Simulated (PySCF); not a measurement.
# FH3Si: the cost of one run

Computed with PySCF 2.14.0, with density-fitted response routines of our own, on a single molecule in the gas phase. Atoms count from 0, in the outputs and in this text.

## 1. The molecule as given

5 atoms, charge 0, multiplicity 1; geometry from: PBE0-D3(BJ)/def2-SVP.

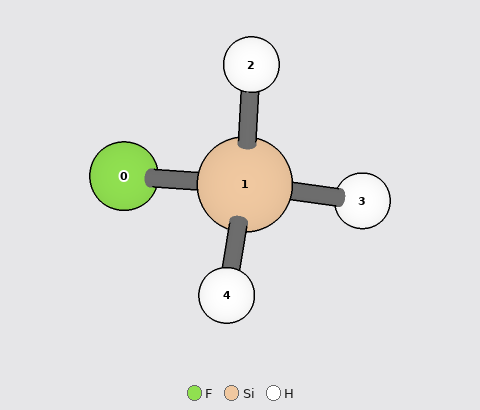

The starting geometry (fluorine green, silicon light orange, hydrogen white), atoms numbered.

## 2. TDDFT and polarisability: CAM-B3LYP/def2-SVPD

Job settings and geometry (Å):

```
{"job": {"kind": "uv", "xc": "CAM-B3LYP", "basis": "def2-SVPD", "ip": true}, "charge": 0, "multiplicity": 1}
F      1.543627     0.093501    -0.358244
Si    -0.047814     0.087319    -0.032446
H     -0.571197     1.471635    -0.197042
H     -0.243664    -0.376652     1.369066
H     -0.723058    -0.839260    -0.982788
```

Level: TDDFT CAM-B3LYP/def2-SVPD, vertical, gas phase, core orbitals frozen in the response.

Started as:

```console
$ OMP_NUM_THREADS=1 python probes_run.py task.json out
```

The driver reads the jobs from task.json and runs them one after another.

**Question.** How long does this first job take on 1 thread of Arm Neoverse N1, shared host, and how much memory does it need?

About 11 s, with a peak of 0.33 GiB.
